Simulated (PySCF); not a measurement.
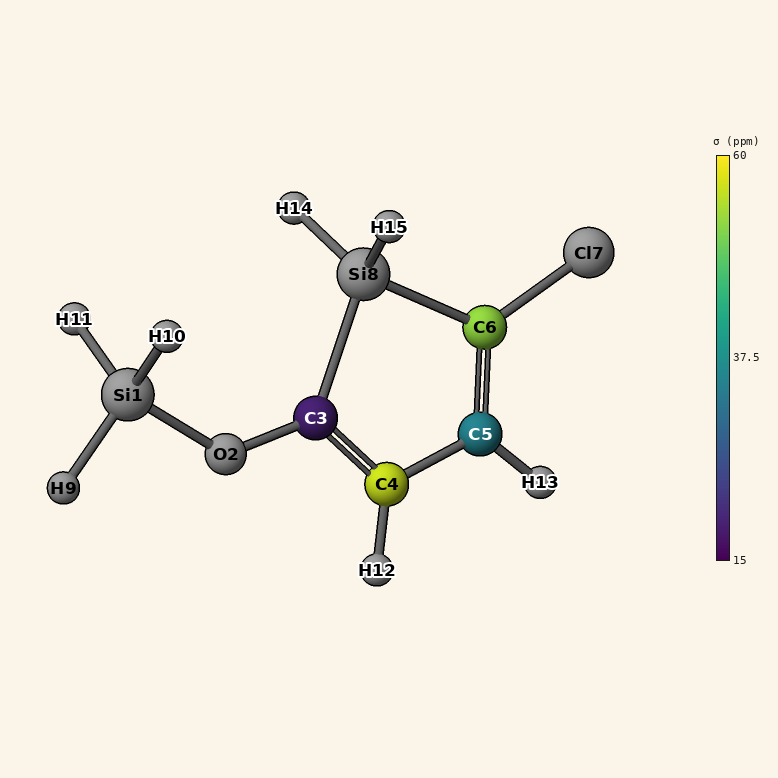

Atoms are coloured by their isotropic NMR shieldings (C only, the others grey). Computed geometry: GFN2-xTB optimisation. No frequency run is at hand to confirm it as a minimum. Method: GIAO PBE0/pcSseg-1 NMR shielding, non-relativistic, gas phase (PySCF 2.14.0).

List the isotropic NMR shieldings of the C atoms.

```csv
atom,σ (ppm)
C3,19.3
C4,56.3
C5,34.9
C6,52.8
```

The geometry is semi-empirical. Around Si such bond lengths and angles can be off by a tenth of an ångström or more and by several degrees, and values that hang on the shape move with them.
